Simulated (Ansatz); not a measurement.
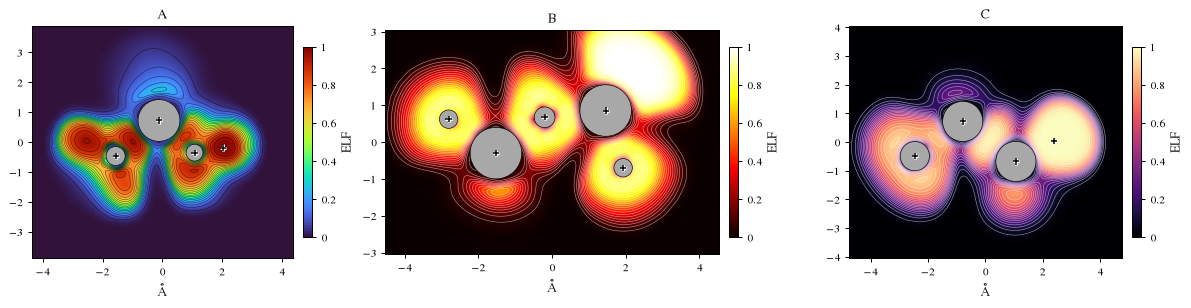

The ELF of 3 systems, each on a plane through atoms (crosses mark nuclei in the plane; grey discs cover the cores).

All numbers below come from isolated molecule in a Gaussian basis; Kohn-Sham density functional theory, functional PBE0 in Ansatz 0.2.0.

System 1: ClFH$_{4}$NOSi (charge +1), the plane of atoms N3, Si5 and O4. Geometry: r2SCAN-D4/def2-SVP.

```xyz
9

Cl   -3.3482    3.0005    0.7215
F    -1.4853    2.8108   -1.6063
N    -0.7846    1.2566    0.4399
O    -2.8164    0.5112   -1.0747
Si   -2.2461    1.9109   -0.5382
H    -1.0371    0.9593    1.3934
H    -0.0295    1.9525    0.5285
H    -0.3846    0.4314   -0.0331
H    -3.6473    0.3589   -1.5475
```

System 2: ClF$_{2}$HOSi$_{2}$, the plane of atoms Si5, O4 and Si6. Geometry: B3LYP/6-31G*.

| atom | x (Å) | y (Å) | z (Å) |
| --- | --- | --- | --- |
| Cl | -2.1259 | 0.9822 | -0.0832 |
| F | 0.2329 | 2.7800 | 0.0241 |
| F | -2.3502 | 1.5283 | 4.0212 |
| O | -0.4741 | 1.7729 | 2.3332 |
| Si | -1.0327 | 2.4000 | 0.9247 |
| Si | -0.7561 | 1.2337 | 3.8873 |
| H | -1.8552 | 3.5998 | 1.1312 |

System 3: ClFH$_{3}$Si$_{2}$ (doublet), the plane of atoms Cl1, Si3 and Si4. Geometry: PBE0-D3(BJ)/def2-SVP.

```xyz
7

Cl    1.8140    2.4569   -0.8867
F    -0.9311    3.5143   -0.2867
Si   -0.2104    2.1212   -0.7016
Si   -0.4946    0.6037    1.0310
H    -0.7371    1.7508   -2.0426
H    -1.9096    0.2003    1.2915
H     0.3993   -0.5864    0.9112
```

Question: Match each panel to its system.

Answer: Panel A is system 1, ClFH$_{4}$NOSi: the plane holds N, O, Si and H. Si–O (1.60 Å): the ELF peaks at about 0.85 between the atoms; a polar covalent bond. Panel B is system 2, ClF$_{2}$HOSi$_{2}$: the plane holds F, O and Si. Si–F (1.60 Å): the ELF peaks at about 0.85 in the valence shell of F, 0.6 Å from its nucleus, and is about 0.45 at the midpoint. Panel C is system 3, ClFH$_{3}$Si$_{2}$: the plane holds Cl, Si and H. Si–Cl (2.06 Å): the ELF peaks at about 0.85 between the atoms: a polar covalent bond.
